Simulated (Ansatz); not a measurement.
The figure comes from a scan of Si (diamond): the crystal slips on the {111} plane, shuffle cut by s times a lattice vector of 6.67 Å, atoms relaxing along the normal only, γ being the energy change per area. These are r2SCAN (plane waves to 500 eV, PAW, scalar-relativistic; Ansatz, an electronic-structure program) values and carry that method's errors. k mesh 8×8×3 (Γ-centred), Fermi-Dirac smearing 0.05 eV. E is the zero-smearing estimate. As the smearing reaches across the gap at some points, the k mesh leaves noise in γ, roughly 0.02 J/m² as judged from a few cases. Faults lie only 9.4 Å apart, and holding the cell height raises γ above its relaxed value. Si was relaxed with its symmetry unable to fall. The zero of γ is zero shift.

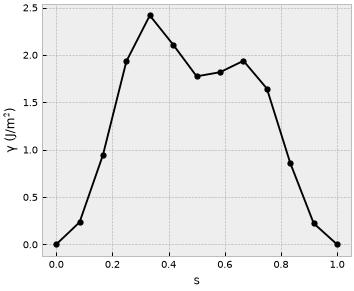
*γ (J/m²) against s; markers are the computed points, lines only join them (the last repeats the first, one period on).*

Question: Turn the plot into a table (rounded to what can be read).

Answer: To the nearest 0.05:

```
s      γ (J/m²)
-----  --------
0.000      0.00
0.083      0.25
0.167      0.95
0.250      1.95
0.333      2.40
0.417      2.10
0.500      1.75
0.583      1.80
0.667      1.95
0.750      1.65
0.833      0.85
0.917      0.20
```

(The slope of γ gives the shear force per area between the displaced halves; near zero shift its curvature is an elastic stiffness.)
